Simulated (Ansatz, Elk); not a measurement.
## Sr3Al: X-ray structure factors from the self-consistent density

Structure refinements treat a crystal as free atoms side by side. For a made-up structure of Sr3Al (cell and positions from a PBE relaxation) the runs below show what the calculated density changes in F(hkl).

Main program and level: Elk 11.2.3 (patched build); DFT, PBE, all-electron APW+lo, Dirac cores, scalar-relativistic bands, static density, no spin.

The structure was built from a prototype and need not be the compound's stable phase.

### 1. Set-up

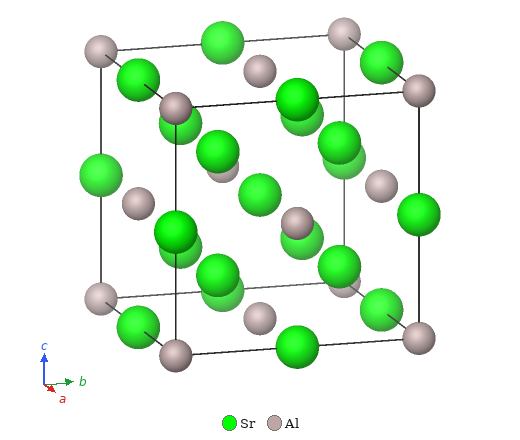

The starting structure, seen slightly off an axis (strontium green, aluminium light grey). This picture shows the conventional cell, with its axes. Some periodic images of atoms are drawn too.

### 2. Ground state and structure factors

An all-electron density is needed, since X-rays see the cores too. Task 0 finds the density and task 195 Fourier-transforms it; tshift is off so that phases refer to the origin typed.

elk.in

```
tasks
  0
  195

xctype
  20

spinpol
  .false.

rgkmax
  7.0

gmaxvr
  14.0

lmaxo
  7

lmaxapw
  8

swidth
  0.002

tshift
  .false.

hmaxvr
  5.5

maxscl
  120

epspot
  1e-06

sppath
  './'

avec
  0.00000000000 8.05117815397 8.05117815397
  8.05117815397 0.00000000000 8.05117815397
  8.05117815397 8.05117815397 0.00000000000

atoms
  2
  'Sr.in'
  3
  0.7500000000 0.7500000000 0.7500000000   0.000000 0.000000 0.000000
  0.5000000000 0.5000000000 0.5000000000   0.000000 0.000000 0.000000
  0.2500000000 0.2500000000 0.2500000000   0.000000 0.000000 0.000000
  'Al.in'
  1
  0.0000000000 0.0000000000 0.0000000000   0.000000 0.000000 0.000000

ngridk
  5 5 5
```

Command:

```bash
$ OMP_NUM_THREADS=4 elk
```

Numbers of over 12 decimals in the logs are rounded to 6 here.

Output:

```text
┌─────────────────────────┐
│ Elk code version 11.2.3 │
└─────────────────────────┘

All units are atomic (Hartree, Bohr, etc.)

┌─────────────────────────────────────────────────┐
│ Ground-state run starting from atomic densities │
└─────────────────────────────────────────────────┘

Lattice vectors :
   0.000000000       8.051178154       8.051178154
   8.051178154       0.000000000       8.051178154
   8.051178154       8.051178154       0.000000000

Reciprocal lattice vectors :
 -0.3902028490      0.3902028490      0.3902028490
  0.3902028490     -0.3902028490      0.3902028490
  0.3902028490      0.3902028490     -0.3902028490

Unit cell volume      :    1043.778401
Brillouin zone volume :   0.2376464326

Muffin-tin inner radius fraction :   0.1000000000E-01

Nuclei treated as point charges

Species : 1 (Sr)
 parameters loaded from : Sr.in
 name : strontium
 nuclear charge    :   -38.00000000
 electronic charge :    38.00000000
 atomic mass :    159721.4892
 muffin-tin radius :    2.600000000
 number of radial points in muffin-tin :   1193
 inner part over the whole radius :   0.9909106339E-02
 number on inner part of muffin-tin    :    847
 approximate nuclear radius :   0.8067967193E-04
 number of mesh points to nuclear radius :    415
 atomic positions (lattice), magnetic fields (Cartesian) :
  1 :  -0.25000000 -0.25000000 -0.25000000    0.00000000  0.00000000  0.00000000
  2 :   0.50000000  0.50000000  0.50000000    0.00000000  0.00000000  0.00000000
  3 :   0.25000000  0.25000000  0.25000000    0.00000000  0.00000000  0.00000000

Species : 2 (Al)
 parameters loaded from : Al.in
 name : aluminium
 nuclear charge    :   -13.00000000
 electronic charge :    13.00000000
 atomic mass :    49184.33496
 muffin-tin radius :    2.200000000
 number of radial points in muffin-tin :    793
 inner part over the whole radius :   0.9821194981E-02
 number on inner part of muffin-tin    :    552
 approximate nuclear radius :   0.5839653600E-04
 number of mesh points to nuclear radius :    244
 atomic positions (lattice), magnetic fields (Cartesian) :
  1 :   0.00000000  0.00000000  0.00000000    0.00000000  0.00000000  0.00000000

Total number of atoms per unit cell :    4
Total muffin-tin volume :    265.4687680
 ratio of muffin-tin to unit cell volume :   0.2543344141

Spin treatment :
 spin-unpolarised

Number of Bravais lattice symmetries :   48
Number of crystal symmetries         :   48
Crystal has inversion symmetry
Real symmetric eigensolver will be used

k-point grid :      5     5     5
k-point offset :    0.000000000       0.000000000       0.000000000
k-point set is reduced with full crystal symmetry group
Total number of k-points :       10

Muffin-tin radius times maximum |G+k| :    7.000000000
 using average radius
Maximum |G+k| for APW functions       :    2.800000000
Maximum (1/2)|G+k|²                   :    3.920000000
Maximum |G| for potential and density :    14.00000000
Constant for pseudocharge density :    9
 order of it for each species :   16  16
 order of it for pair densities of each species (exact exchange by exxq0 0: 17) :   11   6
Radial integration step length :    1

G-vector grid sizes :     54    54    54
Number of G-vectors :    48359

Maximum angular momentum used for
 APW functions            :    8
 outer part of muffin-tin :    7
 inner part of muffin-tin :    2

Total nuclear charge    :   -127.0000000
Total core charge       :    88.00000000
Total valence charge    :    39.00000000
Total excess charge     :    0.000000000
Total electronic charge :    127.0000000

Effective Wigner radius, rₛ :    1.251906781

Number of empty states         :     16
Total number of valence states :     36
Total number of core states    :     88

Third-order local-orbitals added for an l without core states : T
Total number of local-orbitals :     34

Exchange-correlation functional :     20     0     0
 Perdew-Burke-Ernzerhof, Phys. Rev. Lett. 77, 3865 (1996)
 gradient requirement :    1
[...]
exchange                    :     -328.07671095851
 correlation                 :     -6.168149
 electron entropic           :    -0.14115565868614E-02
 total energy                :     -9784.2505442185

Density of states at Fermi energy :    116.7561601
 (states/Hartree/unit cell)

Estimated indirect band gap :   0.3735859854E-02
 from k-point 1 to k-point 5
Estimated direct band gap   :   0.5349240154E-02
 at k-point 1

Charges :
 core                        :    88.00000000
 valence                     :    39.00000000
 interstitial                :    8.073187017
 muffin-tins (core leakage)
  species : 1 (Sr)
   atom 1                    :    35.94310353     (  0.2855654095E-04)
   atom 2                    :    35.91773294     (  0.2866804376E-04)
[...]
species : 2 (Al)
[...]
total in muffin-tins        :    118.9268130
 total calculated charge     :    126.9994273
 total charge                :    127.0000000
 error                       :   0.5727495276E-03

RMS change in Kohn-Sham potential (target) :   0.3239961986     (  0.1000000000E-05)
Absolute change in total energy (target)   :    1.280151909     (  0.1000000000E-03)

[... loops 3 to 13 left out ...]

┌──────────────────┐
│ Loop number : 14 │
└──────────────────┘

Energies :
 Fermi                       :     0.161922
 sum of occupied eigenvalues :     -5758.4061843434
 electron kinetic            :      10068.875785768
 core electron kinetic       :      9866.1308612016
 Coulomb                     :     -19517.008215956
 Coulomb potential           :     -15392.186291092
 nuclear-nuclear             :     -964.97915904767
 electron-nuclear            :     -21726.162875602
 Hartree                     :      3174.1338186935
 Madelung                    :     -11820.915070410
 xc potential                :     -435.09567901966
 exchange                    :     -328.05433797619
 correlation                 :     -6.171537
 electron entropic           :    -0.16743690762842E-02
 total energy                :     -9782.3599795211

Density of states at Fermi energy :    143.3677242
 (states/Hartree/unit cell)

Estimated indirect band gap :   0.2225036126E-02
 from k-point 10 to k-point 1
Estimated direct band gap   :   0.1737042161E-01
 at k-point 5

Charges :
 core                        :    88.00000000
 valence                     :    39.00000000
 interstitial                :    8.068971960
 muffin-tins (core leakage)
  species : 1 (Sr)
[...]
species : 2 (Al)
[...]
total in muffin-tins        :    118.9310280
 total calculated charge     :    126.9994425
 total charge                :    127.0000000
 error                       :   0.5574754382E-03

RMS change in Kohn-Sham potential (target) :   0.4652757808E-07 (  0.1000000000E-05)
Absolute change in total energy (target)   :   0.4408155291E-04 (  0.1000000000E-03)

Convergence targets achieved

┌──────────────────┐
│ Loop number : 15 │
└──────────────────┘

Energies :
 Fermi                       :     0.161922
 sum of occupied eigenvalues :     -5758.4061850787
 electron kinetic            :      10068.875786186
 core electron kinetic       :      9866.1308621513
 Coulomb                     :     -19517.008216064
 Coulomb potential           :     -15392.186291799
 nuclear-nuclear             :     -964.97915904767
 electron-nuclear            :     -21726.162875091
 Hartree                     :      3174.1338180753
 Madelung                    :     -11820.915070164
 xc potential                :     -435.09567946570
 exchange                    :     -328.05433796201
 correlation                 :     -6.171537
 electron entropic           :    -0.16743690969358E-02
 total energy                :     -9782.3599791979

Density of states at Fermi energy :    143.3677241
 (states/Hartree/unit cell)

Estimated indirect band gap :   0.2225028640E-02
 from k-point 10 to k-point 1
Estimated direct band gap   :   0.1737042545E-01
 at k-point 5

Charges :
 core                        :    88.00000000
 valence                     :    39.00000000
 interstitial                :    8.068971993
 muffin-tins (core leakage)
  species : 1 (Sr)
[...]
atom 2                    :    35.97931453     (  0.2845491374E-04)
   atom 3                    :    35.96033179     (  0.2839053870E-04)
  species : 2 (Al)
   atom 1                    :    11.03104989     (  0.4543153381E-03)
 total in muffin-tins        :    118.9310280
 total calculated charge     :    126.9994425
 total charge                :    127.0000000
 error                       :   0.5574754426E-03

┌──────────────────────────────┐
│ Self-consistent loop stopped │
└──────────────────────────────┘

Warning : core states of species 2 leak from the muffin-tin :   0.4543153381E-03

Wrote STATE.OUT
```

The job ended after 22 s (4 threads of Arm Neoverse V2, shared host; peak memory 0.21 GiB).

SFACRHO.OUT:

```text

h k l indices transformed by vhmat matrix:
   1.000000000       0.000000000       0.000000000    
   0.000000000       1.000000000       0.000000000    
   0.000000000       0.000000000       1.000000000    

      h      k      l  multipl.   |H|            Re(F)            Im(F)           |F|

      0      0      0      1   0.0000000       127.00000      0.74576982E-16   127.00000    
      0      1      0      8  0.67585116      -23.071055      0.18122043E-13   23.071055    
      1      0      1      6  0.78040570      -22.785872     -0.74374139E-14   22.785872    
     -2     -1     -1     12   1.1036603       104.07530      0.15293895E-13   104.07530    
      1      0      2     24   1.2941564      -21.156737      0.10823078E-13   21.156737    
      0     -2      0      8   1.3517023      -21.002553      0.33544927E-13   21.002553    
      0     -2     -2      6   1.5608114       94.213198      0.14215821E-13   94.213198    
      2     -1      0     24   1.7008548      -19.278222     -0.72563137E-14   19.278222    
     -2     -1      1     24   1.7450402      -19.085442      0.31134996E-13   19.085442    
      1      1     -2     24   1.9115958       87.062749     -0.17597143E-13   87.062749    
      3      0      0      8   2.0275535      -17.828714      0.10853010E-13   17.828714    
     -3     -2      0     24   2.0275535      -17.895599     -0.14473216E-13   17.895599    
      2     -2      0     12   2.2073206       81.587300      0.16484618E-13   81.587300    
      1     -1      3     48   2.3084712      -16.809517      0.72485306E-14   16.809517    
     -1     -1     -4     24   2.3412171      -16.718893      0.17318181E-13   16.718893    
      0     -3     -3      6   2.3412171      -16.681456      0.17753475E-13   16.681456    
     -1     -4     -3     24   2.4678595       77.228134      0.23045587E-13   77.228134    
      0     -4     -1     24   2.5587312      -16.048431     -0.54333669E-13   16.048431
```

Elk indexes on the primitive cell of elk.in and gives |H| = 4π sin θ/λ in inverse bohr. Below, one row stands for each form hkl of the conventional cell (m members, Friedel mates merged), F is for one primitive cell and the density is static (no thermal factor). Free-atom factors are Waasmaier and Kirfel's, and R is Σm||F|−|F'||/Σm|F|.

| hkl | m | sin θ/λ (Å⁻¹) | abs F, DFT | neutral atoms | diff. |
| --- | --- | --- | --- | --- | --- |
| 111 | 8 | 0.102 | 23.071 | 23.185 | -0.114 |
| 200 | 6 | 0.117 | 22.786 | 22.833 | -0.047 |
| 220 | 12 | 0.166 | 104.075 | 104.146 | -0.071 |
| 311 | 24 | 0.195 | 21.157 | 20.988 | +0.168 |
| 222 | 8 | 0.203 | 21.003 | 20.752 | +0.251 |
| 400 | 6 | 0.235 | 94.213 | 94.214 | -0.001 |
| 331 | 24 | 0.256 | 19.278 | 19.244 | +0.034 |
| 420 | 24 | 0.262 | 19.085 | 19.052 | +0.034 |
| 422 | 24 | 0.287 | 87.063 | 87.088 | -0.025 |
| 333 | 8 | 0.305 | 17.829 | 17.871 | -0.043 |
| 511 | 24 | 0.305 | 17.896 | 17.871 | +0.024 |
| 440 | 12 | 0.332 | 81.587 | 81.618 | -0.031 |
| 531 | 48 | 0.347 | 16.809 | 16.829 | -0.019 |
| 442 | 24 | 0.352 | 16.719 | 16.717 | +0.002 |
| 600 | 6 | 0.352 | 16.681 | 16.717 | -0.036 |
| 620 | 24 | 0.371 | 77.228 | 77.256 | -0.028 |
| 533 | 24 | 0.385 | 16.048 | 16.032 | +0.016 |
| 622 | 24 | 0.389 | 15.928 | 15.946 | -0.018 |

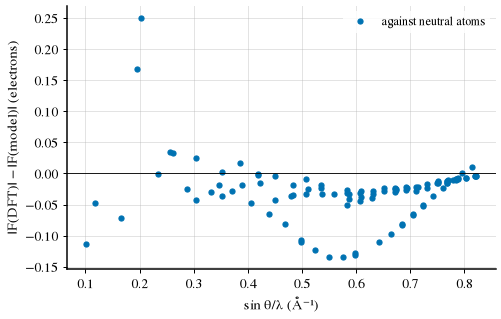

Difference between the calculated structure factors and the independent-atom ones.

### 3. What came out

```
R against neutral atoms, sin θ/λ < 0.3 Å⁻¹ : 0.18 %
R against neutral atoms, 0.3 to 0.82 Å⁻¹   : 0.14 %
```

Independent neutral atoms miss the calculated amplitudes by R = 0.18 % below 0.3 Å⁻¹ and 0.14 % from there to 0.82 Å⁻¹; by shells, 0.37 % below 0.15 Å⁻¹ (2 forms), 0.17 % 0.15 to 0.3 (7 forms), 0.07 % 0.3 to 0.45 (14 forms), 0.16 % above 0.45 (80 forms). Bonding, aspherical density and the tables' own atoms all enter these figures, and the runs don't part them. The largest change of an amplitude is +0.25 electrons, at 222. The basis has no finished test. The k-mesh has no finished test. Part of the difference isn't bonding: the tables are fits to free atoms and ions calculated by other methods than this functional. Thermal motion, anomalous dispersion and extinction are left out.

[Logs are printed without paths, hosts, clocks, repeated set-up lines and the standing remarks that a program may print on its own settings, such as how far it seeks lower states.]

[Hosts, paths, dates, database ids (printed as entryN), source tags and the programs' standing remarks are cut or masked in the printed files.]
